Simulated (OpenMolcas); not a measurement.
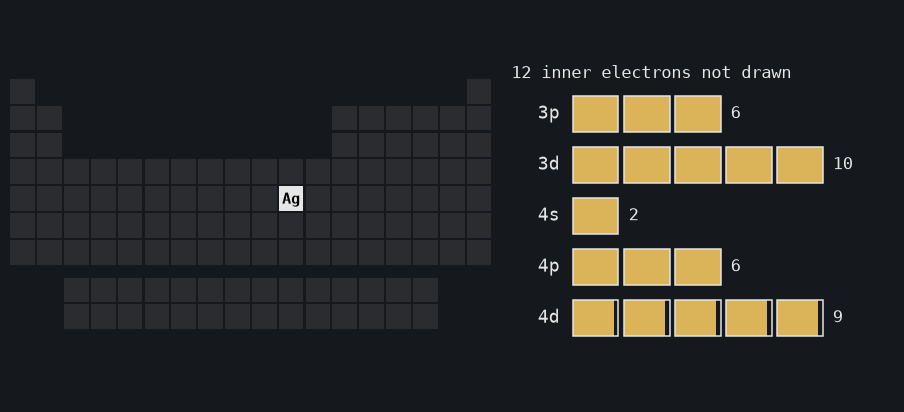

Left, the place of silver in the periodic table; right, the outer shells of the leading configuration of the lowest level: a box for each of the 2l + 1 orbitals, shaded by the share of the shell that is filled, with the electron count at the right.

Multiconfigurational calculation, with input and output: Ag²⁺ complex

System: Ag²⁺ with 6 ligands (Br; octahedron, 2.786 Å), embedded in CsCaBr3 by model potentials and point charges, whose field is part of the energies.
Method: state-averaged CASSCF, active space 9 electrons in the shell 4d, basis ANO-RCC-VDZP on the metal and ANO-RCC-VDZP on the ligands, DKH2 scalar Hamiltonian, spin-orbit coupling by RASSI with atomic mean-field integrals (OpenMolcas).

Output (extracts):
```
--- SEWARD ---
Basis set label: AG.ANO-RCC...6S5P3D1F.

      Electronic valence basis set:
      ------------------
      Associated Effective Charge  47.000000 au
      Associated Actual Charge     47.000000 au
      Nuclear Model: Point charge

      Shell  nPrim  nBasis  Cartesian Spherical Contaminant
         s      21       6        X
         p      18       5        X
         d      13       3                 X
         f       6       1                 X
                  Relativistic Douglas-Kroll-Hess integrals:
                    - DKH order of Hamiltonian: 2
                    - DKH order of Properties : 0
                  Atomic mean-field integrals
--- RASSCF ---
Wave function specifications:
      -----------------------------

      Number of closed shell electrons         252
      Number of electrons in active shells       9
      Max number of holes in RAS1 space          0
      Max nr of electrons in RAS3 space          0
      Number of inactive orbitals              126
      Number of active orbitals                  5
      Number of secondary orbitals              98
      Spin quantum number                      0.5
      State symmetry                             1
Orbital specifications:
      -----------------------

      Symmetry species                           1   2
                                                ag  au
      Frozen orbitals                            0   0
      Inactive orbitals                         63  63
      Active orbitals                            5   0
      RAS1 orbitals                              0   0
      RAS2 orbitals                              5   0
      RAS3 orbitals                              0   0
      Secondary orbitals                        46  52
      Deleted orbitals                           0   0
      Number of basis functions                114 115
      Number of CSFs                             5
      Number of root(s) required                 5
      Iter CI   SX   CI       RASSCF       Energy    max ROT     max BLB   max BLB  Level Ln srch  Step   QN
          iter iter root      energy       change     param      element    value   shift minimum  type update
 Nr of preliminary CI iterations:   1
      Total energies have been shifted. Add               -20000.00 au
        1   1   16    0  -938.91480868    0.00E+00  -5.19E-02   58 103 1  2.75E-01*  1.50   0.00    SX    NO
        2   1   15    0  -939.22458870   -3.10E-01* -5.21E-02   58 103 1  1.25E-01*  1.34   0.00    SX    NO
        3   1   15    0  -939.31060333   -8.60E-02* -4.46E-02   16  71 2  6.52E-02*  1.30   0.00    SX    NO
        4   1   14    0  -939.33786298   -2.73E-02* -3.57E-02   16  69 1  4.23E-02*  1.27   0.00    SX    NO
        5   1   14    0  -939.34802762   -1.02E-02* -4.35E-02   16  69 1  3.01E-02*  1.25   2.50    LS   YES
        6   1   14    0  -939.35419826   -6.17E-03* -3.16E-02   16  69 1  1.47E-02*  1.22   1.38    QN   YES
        7   1   14    0  -939.35605164   -1.85E-03* -2.51E-02   58 104 2 -6.86E-03*  1.21   1.89    LS   YES
        8   1   13    0  -939.35657112   -5.19E-04* -1.27E-02   58 107 2  8.86E-03*  1.19   1.11    QN   YES
        9   1   12    0  -939.35721807   -6.47E-04* -1.24E-02   58 107 2  4.46E-03*  1.19   2.02    LS   YES
       10   1   12    0  -939.35743994   -2.22E-04* -4.50E-03   58 104 2  2.94E-03*  1.19   1.06    QN   YES
        ...
       19   1    8    0  -939.35763759   -4.17E-07* -2.57E-04   22  73 2 -8.76E-05   1.18   1.55    QN   YES
       20   1    7    0  -939.35763774   -1.49E-07* -1.45E-04    8  74 1  5.72E-05   1.18   1.30    QN   YES
       21   1    7    0  -939.35763777   -3.24E-08* -2.17E-04    8  74 1  4.07E-05   1.18   2.50    LS   YES
       22   1    7    0  -939.35763777    2.26E-09  -6.25E-05    9  76 2  4.55E-05   1.18   0.46    QN   YES
      Convergence after 22 iterations
       23   1    7    0  -939.35763778   -1.63E-08* -6.25E-05    9  76 2  2.19E-05   1.18   0.46    QN   YES
      Natural orbitals and occupation numbers for root  1
      sym 1:   2.000000   2.000000   2.000000   2.000000   1.000000
      Natural orbitals and occupation numbers for root  2
      sym 1:   2.000000   1.000000   2.000000   2.000000   2.000000
      Natural orbitals and occupation numbers for root  3
      sym 1:   1.000000   2.000000   2.000000   2.000000   2.000000
::    RASSCF root number  1 Total energy: -20939.37913921
::    RASSCF root number  2 Total energy: -20939.37913921
::    RASSCF root number  3 Total energy: -20939.34330350
::    RASSCF root number  4 Total energy: -20939.34330350
::    RASSCF root number  5 Total energy: -20939.34330350
--- RASSI ---
SPIN-FREE ENERGIES:
  (Shifted by EMIN (a.u.) =     -20939.3791392070)

 SF State       Relative EMIN(au)   Rel lowest level(eV)    D:o, cm**(-1)

     1             0.0000000000        0.0000000000              0.0000
     2             0.0000000000        0.0000000000              0.0000
     3             0.0358357071        0.9751392668           7865.0286
     4             0.0358357071        0.9751392668           7865.0286
     5             0.0358357071        0.9751392668           7865.0286
     Dipole printing threshold changed to   1.00000000E+00
Eigenvalues of complex Hamiltonian:
   -----------------------------------
  (Shifted by EMIN (a.u.) =     -20939.3791392070)

 SO State       Relative EMIN(au)   Rel lowest level(eV)    D:o, cm**(-1)

     1            -0.0017091464        0.0000000010              0.0000
     2            -0.0017091464        0.0000000010              0.0000
     3            -0.0017091464        0.0000000000              0.0000
     4            -0.0017091464        0.0000000000              0.0000
     5             0.0277936704        0.8028125446           6475.1199
     6             0.0277936704        0.8028125446           6475.1199
     7             0.0415658718        1.1775732346           9497.7687
     8             0.0415658718        1.1775732357           9497.7687
     9             0.0415658718        1.1775732346           9497.7687
    10             0.0415658718        1.1775732357           9497.7687
Weights of the five most important spin-orbit-free states for each spin-orbit state.

 SO State  Total energy (au)           Spin-free states, spin, and weights
 -------------------------------------------------------------------------------------------------------
    1        -0.001709       2 0.5  0.6861    1 0.5  0.2744    5 0.5  0.0263    4 0.5  0.0072    3 0.5  0.0060
    2        -0.001709       2 0.5  0.6891    1 0.5  0.2714    5 0.5  0.0263    4 0.5  0.0073    3 0.5  0.0059
    3        -0.001709       1 0.5  0.6867    2 0.5  0.2738    3 0.5  0.0204    4 0.5  0.0191    5 0.5  0.0000
    4        -0.001709       1 0.5  0.6885    2 0.5  0.2720    3 0.5  0.0204    4 0.5  0.0190    5 0.5  0.0000
    5         0.027794       3 0.5  0.3333    5 0.5  0.3333    4 0.5  0.3333    1 0.5  0.0000    2 0.5  0.0000
    6         0.027794       3 0.5  0.3333    5 0.5  0.3333    4 0.5  0.3333    1 0.5  0.0000    2 0.5  0.0000
    7         0.041566       5 0.5  0.5896    4 0.5  0.3346    3 0.5  0.0363    2 0.5  0.0359    1 0.5  0.0036
    8         0.041566       3 0.5  0.6041    4 0.5  0.3057    5 0.5  0.0507    1 0.5  0.0359    2 0.5  0.0036
    9         0.041566       5 0.5  0.5896    4 0.5  0.3346    3 0.5  0.0363    2 0.5  0.0359    1 0.5  0.0036
   10         0.041566       3 0.5  0.6040    4 0.5  0.3057    5 0.5  0.0508    1 0.5  0.0359    2 0.5  0.0036
 -------------------------------------------------------------------------------------------------------
```

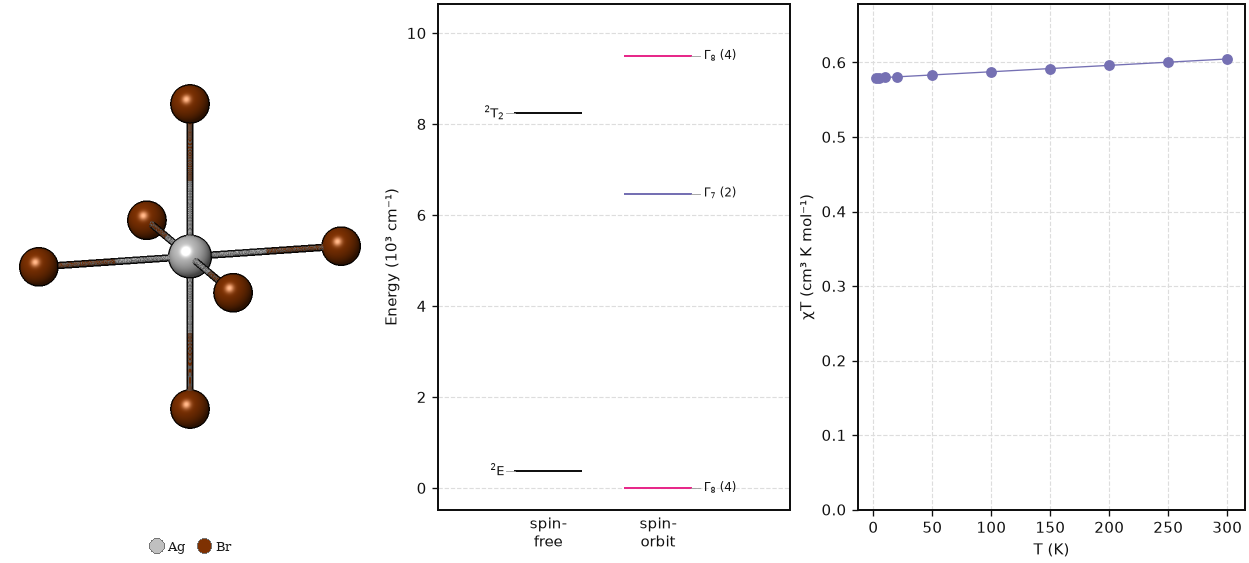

Ag²⁺ (4d⁹) as a dopant in CsCaBr₃, a cluster with its 6 nearest Br⁻ at 2.786 Å (octahedron) embedded in model potentials and point charges; the geometry was set, not optimised, and its levels and susceptibility. Labels give the representation in O, Td, D4 or D3 as the site allows (double group for half-integer spin) where it could be assigned and, in brackets, the degeneracy; spin-free states, where drawn, share the zero of the spin-orbit levels. Powder susceptibility by Van Vleck's formula. The ground level is Γ₈, 4-fold degenerate, 100 % from states of spin multiplicity 2. The next level lies at 6,480 cm⁻¹ (Γ₇). The lowest spin-free state is ²E; of the same spin there follows at 7,870 cm⁻¹ (²T₂) above it. A ligand-field fit to the spin-free states gives |10Dq| = 7,870 cm⁻¹. χT is 0.579 cm³ K mol⁻¹ at 2 K and 0.605 at 300 K, an effective moment of 2.20 μB. The active orbitals hold 79 to 95 % metal character (Löwdin), and the Mulliken charge of the metal is +0.86.

The input:
```
&GATEWAY
Basis set
Ag.ANO-RCC-VDZP.
Ag1 0.0 0.0 0.0 Angstrom
End of basis
Basis set
Br.ANO-RCC-VDZP.
L1 2.786000 0.000000 0.000000 Angstrom
L2 0.000000 2.786000 0.000000 Angstrom
L3 0.000000 0.000000 2.786000 Angstrom
End of basis
Basis set
Ca.EMB-AIMP.Sanchez-Sanz.10s7p.1s1p.ECP.CsCaBr3.
PseudoCharge
* 3 symmetry-unique lattice sites within 7.6 angstrom
End of basis
Basis set
Cs.EMB-AIMP.Sanchez-Sanz.0s.0s.ECP.CsCaBr3.
PseudoCharge
* 4 symmetry-unique lattice sites within 7.6 angstrom
End of basis
Basis set
Br.EMB-AIMP.Sanchez-Sanz.0s.0s.ECP.CsCaBr3.
PseudoCharge
* 12 symmetry-unique lattice sites within 7.6 angstrom
End of basis
Symmetry
XYZ
AngMom=0.0 0.0 0.0
AMFI
RICD
XField
1570 Angstrom 0
* Evjen-weighted lattice charges
&SEWARD
&RASSCF
FileOrb=start.orb
Symmetry=1
Spin=2
nActEl=9 0 0
Inactive=63 63
Ras2=5 0
CIRoot=5 5 1
SDav=5
CIMx=300
Iter=150 100
PrWF=0.3
OrbListing=Nothing
MaxOrb=1
LevShft=1.0
>>> COPY $Project.JobIph JOB001
&RASSI
NrOfJobIphs=1 5
1 2 3 4 5
IphNames
JOB001
EJob
SpinOrbit
DIPRint=1.0
SOCoupling=1000.0
Subsets=2
Property=9
'ANGMOM' 1 'ANGMOM' 2 'ANGMOM' 3 'MLTPL  1' 1 'MLTPL  1' 2 'MLTPL  1' 3
'AMFI' 1 'AMFI' 2 'AMFI' 3
SOProperty=3
'ANGMOM' 1 'ANGMOM' 2 'ANGMOM' 3
```

The file start.orb holds starting orbitals from an earlier step. A driver script formed the levels outside the program, from RASSI's spin-orbit matrix and the active-space energies, averaged over the components of each term or state.

Run as:
```bash
OMP_NUM_THREADS=1 MOLCAS_MEM=2457 MOLCAS_PROJECT=a pymolcas a.inp > a.log  # once for each step of the input, in one work folder
```

Results in brief:

- outcome: converged
- energy of the lowest spin-free term: −20939.37914 hartree
- energy of the lowest spin-orbit level: −20939.38085 hartree
- largest spread among components of a term: 0.0 cm⁻¹
- hardware: 1 thread of Arm Neoverse V1, 24 GiB of memory available, shared host
- wall time: 60 s
- peak memory: 0.38 GiB

Remarks:

Without dynamic correlation the splittings between terms come out too large, often by 20 to 50 %. Limits: orbital doublet at a regular site, Jahn-Teller distortion not allowed for; covalent bonds, ligand orbitals missing from the active space; the geometry is set by hand, with no relaxation.
